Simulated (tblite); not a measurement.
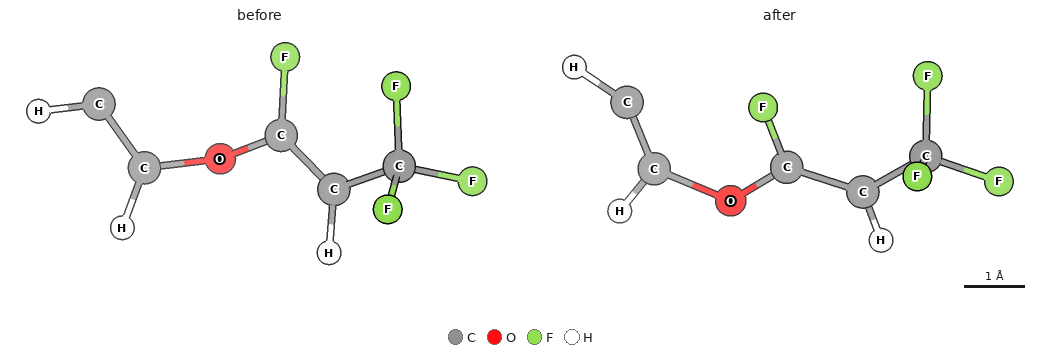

The structure of C$_{5}$H$_{3}$F$_{4}$O (multiplicity 2) before (left) and after (right) a relaxation, at one scale.

A ball-and-stick model, seen at a tilt.

Method: tblite, GFN2-xTB geometry optimisation, gas phase. 

**Describe what moved and what it gained.**

An F atom moves most after the best rigid fit: 1.37 Å. Largest moves by element: F 1.37 Å, H 0.94 Å, O 0.91 Å, C 0.73 Å. Among the contacts that change: C–O 1.391 → 1.321 Å, C–C 1.343 → 1.291 Å, C–F 1.390 → 1.347 Å, C–F 1.370 → 1.332 Å. Bond angles that change, for instance: C–C–H 121.3° → 141.6°, O–C–H 118.0° → 106.3°, C–C–O 121.2° → 128.4°. Groups turn about C–O by about 85°, C–O by about 70°, C–C by about 50°. Over 102 geometry steps the energy falls by 96.4 kJ/mol.
